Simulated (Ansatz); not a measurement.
CH4ClFGeS (SMILES C[S][GeH]([F])[Cl])

The calculation's input:

```
crystal:
  periodic: [false, false, false]
  atoms:
    - {symbol: C, position_ang: [0.306079, 0.960691, 1.211038]}
    - {symbol: S, position_ang: [0.843793, -0.733997, 0.831750]}
    - {symbol: Ge, position_ang: [-0.088942, -0.935405, -1.133291]}
    - {symbol: F, position_ang: [0.118940, -2.588796, -1.582623]}
    - {symbol: Cl, position_ang: [-2.198047, -0.573852, -1.024302]}
    - {symbol: H, position_ang: [-0.780529, 1.028273, 1.238647]}
    - {symbol: H, position_ang: [0.714763, 1.681606, 0.503394]}
    - {symbol: H, position_ang: [0.701730, 1.181511, 2.201893]}
    - {symbol: H, position_ang: [0.470813, -0.066330, -2.263606]}
basis:
  gaussian: {orbitals: def2-TZVPP}
hamiltonian: {xc: pbe0, dispersion: d4}
output: {orbitals: {seedname: orbitals}}
```

Launched as:

```sh
ansatz run in.yaml --threads 4 --pin off --events-out ev --progress --plain --max-ram 10444MiB
```

Geometry: PBE0-D4/def2-TZVP.

Level of theory: Ansatz 0.2.0, RKS PBE0-D4/def2-TZVPP.

**What will maps of the electron density and electron localisation function show?**

Ge–F (1.73 Å): the density is about 0.99 e/Å³ at the midpoint; the ELF peaks at about 0.80 in the valence shell of F, 0.6 Å from its nucleus, and is about 0.20 at the midpoint.
C–S (1.82 Å): the density is about 1.2 e/Å³ at the midpoint; the ELF peaks at about 0.90 between the atoms; localised, covalent bonding.
Ge–S (2.18 Å): ρ is about 0.81 e/Å³ halfway; the ELF peaks at about 0.90 in the valence shell of S, 1.0 Å from its nucleus, and is about 0.80 at the midpoint.
C–H (1.09 Å): ρ is about 2 e/Å³ halfway; the ELF climbs to about 1 towards the hydrogen, as it does in any bond to H (a covalent bond by its length).

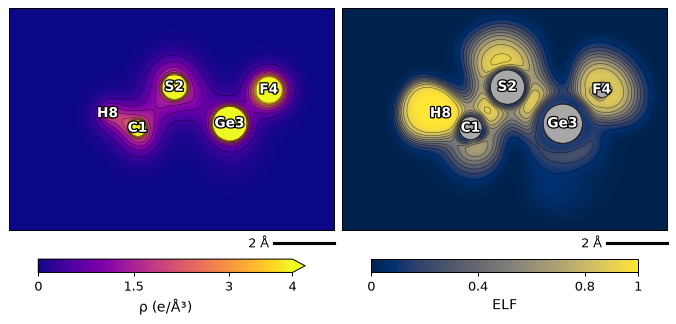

Computed electron density and electron localisation function on the plane of atoms C1, S2 and Ge3, in this order. Grey discs cover the atomic cores in the ELF map. 
